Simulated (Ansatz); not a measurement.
# ClF (SMILES FCl) at r2SCAN0/STO-3G

What is the electronic atomisation energy of ClF at r2SCAN0/STO-3G? 

Program for the calculation: Ansatz 0.2.0.

35 further runs of the same task are left out: 3 that didn't finish, 32 set aside as unsound or not needed.

### Step 1. The system as given

The species is ClF (2 atoms), meant as a singlet with charge 0. As SMILES, `FCl`. Geometry: relaxed at GFN2-xTB.

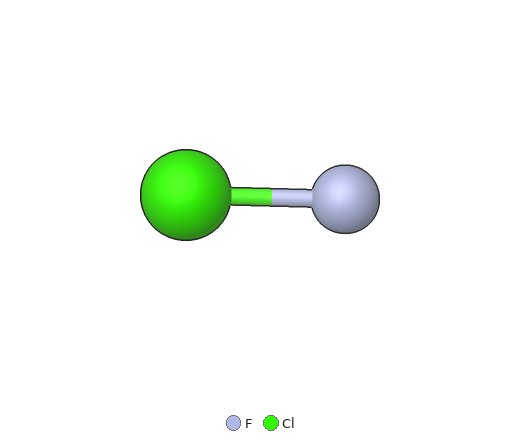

Viewed from a chosen angle; fluorine light blue, chlorine green.

### Step 2. The energy at r2SCAN0/STO-3G

Contents of molecule.yaml:

```yaml
crystal:
  periodic: [false, false, false]
  atoms:
    - symbol: F
      position_ang: [0.000000, 0.000000, 0.000000]
    - symbol: Cl
      position_ang: [0.000000, 0.000000, 1.682250]
basis:
  gaussian:
    orbitals: STO-3G
hamiltonian:
  xc: {name: r2SCAN0}
accuracy: high
```

The run is started by

```console
$ ansatz run molecule.yaml --threads 1 --pin off --max-ram 2610MiB --events-out events.jsonl --progress --plain --runs-dir runs
```

The log of the run:

```text
Warning: RAYON_NUM_THREADS=1 ignored (pool sized by the plan → 1); use --threads N
Functional definition: r2SCAN0
  name "r2SCAN0"
  parameter a = 0.25
  parameter k0 = 0.174
  parameter k1 = 0.065
  parameter a1 = 4.9479
  exchange = (1 - a)*r2scan_x(k0 = k0, k1 = k1, a1 = a1) + a*exact_x
  correlation = r2scan_c
221 factors; integrals over basis functions are off by at most 3.3e-8 eV
mean field evaluation 1: about -15060.6088 eV, gradient 6.0e0 eV
mean field evaluation 2: about -15060.7050 eV, gradient 3.1e0 eV
mean field evaluation 4: about -15060.7461 eV, gradient 7.0e-3 eV
mean field evaluation 8: about -15060.7525 eV, gradient 2.3e-4 eV
mean field -15060.75252786 eV, -553.4724468540 hartree, gradient 4.7e-9 eV, S^2 0.000000; 0 other end points of the search recorded, 0 dependent functions left out
reference -15060.75252797 eV, -553.4724468582 hartree; 13, 13 occupied and 1, 1 virtual orbitals, 221 factors
Total energy: -15060.75252797 eV, -553.4724468582 hartree
```

It took 1.3 s on 1 thread of Arm Neoverse V1, shared host; peak memory 0.1 GiB.

### Step 3. The Cl atom, same level

Contents of job.yaml:

```yaml
crystal:
  periodic: [false, false, false]
  atoms:
    - {symbol: Cl, position_ang: [0.000000, 0.000000, 0.000000]}
basis:
  gaussian:
    orbitals: STO-3G
magnetization:
  spin_polarized: true
  initial_magnetization: 1
hamiltonian:
  xc: {name: r2SCAN0}
accuracy: high
```

Run the same way, it converges to -455.13078 Eh (log not shown).

### Step 4. The F atom at the same level

Contents of input.yaml:

```yaml
crystal:
  periodic: [false, false, false]
  atoms:
    - {symbol: F, position_ang: [0.000000, 0.000000, 0.000000]}
basis:
  gaussian:
    orbitals: STO-3G
magnetization:
  spin_polarized: true
  initial_magnetization: 1
accuracy: high
hamiltonian:
  xc: {name: r2SCAN0}
```

The run is started by

```console
$ ansatz run input.yaml --threads 1 --pin off --max-ram 2610MiB --events-out events.jsonl --progress --plain --runs-dir runs
```

The log of the run, cut to the lines that bear on the results:

```text
Warning: RAYON_NUM_THREADS=1 ignored (pool sized by the plan → 1); use --threads N
[... 8 set-up lines as earlier in the session ...]
15 factors; integrals over basis functions are off by at most 1.2e-9 eV
mean field evaluation 1: about -2673.8360 eV, gradient 5.7e-11 eV
mean field evaluation 2: about -2673.8310 eV, gradient 2.4e-10 eV
mean field -2673.83099676 eV, -98.2614767433 hartree, gradient 0.0e0 eV, S^2 0.750000; 0 other end points of the search recorded, 0 dependent functions left out
reference -2673.83099681 eV, -98.2614767448 hartree; 5, 4 occupied and 0, 1 virtual orbitals, 15 factors
Total energy: -2673.83099681 eV, -98.2614767448 hartree
```

Wall time 0.58 s (1 thread of Arm Neoverse V1, shared host); peak memory 0.096 GiB.

### Step 5. Outcome

Level: r2SCAN0/STO-3G.

```
                     quantity          value
       molecule: total energy  -553.47245 Eh
        Cl atom: total energy  -455.13078 Eh
                Cl atom: ⟨S²⟩          0.750
         F atom: total energy   -98.26148 Eh
                 F atom: ⟨S²⟩          0.750
electronic atomisation energy       2.182 eV
```

Taking the molecule apart into free atoms costs 2.18 eV (50 kcal/mol), before zero-point energy and without spin-orbit coupling. In a minimal basis such a difference can be off by several eV, whatever the method.
